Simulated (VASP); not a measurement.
Shape and ions are relaxed at each volume.

Energy against volume of La₂O₃ (a-type). These are PBEsol GGA, VASP's PBE PAW potentials (set 64) (plane waves; VASP) values and carry that method's errors.

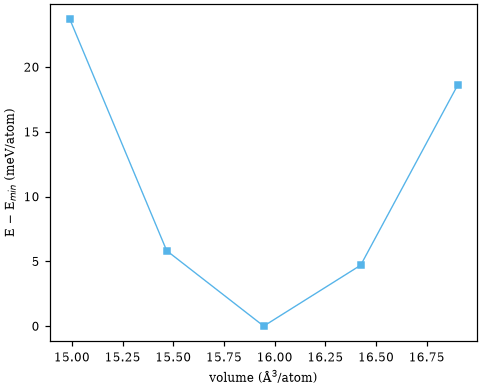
*Energy against volume*

Problem. Estimate the equilibrium volume and the bulk modulus.

Solution. The minimum lies near 16.0 Å³/atom, and the curvature gives B0 of about 120 GPa.

Measured: bulk modulus 113 GPa at 300 K (computed value off by +3.5 %), as given by Juan A. Santana et al., The Journal of Chemical Physics (2016), arXiv:1608.06321. The calculation is for a static lattice, while the measured bulk modulus holds thermal and zero-point effects, which are part of the difference.

The compound is La2O3 in the a-type structure. It was relaxed first.
